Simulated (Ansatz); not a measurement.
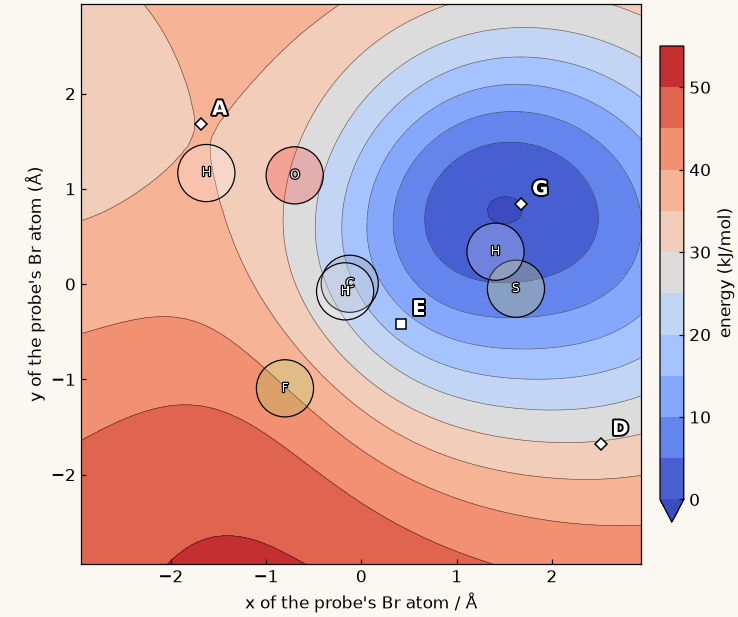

CH₃FOS (SMILES OC(F)S) with the probe Br-. The probe is moved over a plane parallel to the molecule's main plane, 3.67 Å above it. The first coordinate is: x of the probe's Br atom; the second: y of the probe's Br atom. Nothing is relaxed (molecule and probe rigid). Grid: 15 × 15 points. Energies are in kJ/mol, from the lowest grid point. Method: RKS PBE0-D4/def2-SVPD in Ansatz 0.2.0.

The picture shows filled contours, labelled circles for the molecule's atoms, projected on the plane, lettered points. Between grid points the surface is interpolated.

**Rank the lettered points by energy, lowest first.**

G (0.0 kJ/mol), E (17.2 kJ/mol), D (30.4 kJ/mol), A (35.0 kJ/mol).

**What kind of point is each of A, D, E, G: minimum, saddle, maximum or slope?**

A: saddle point; D: on a slope; E: on a slope; G: minimum. (In these two coordinates alone; a stationary point may lie a little off the grid point.)
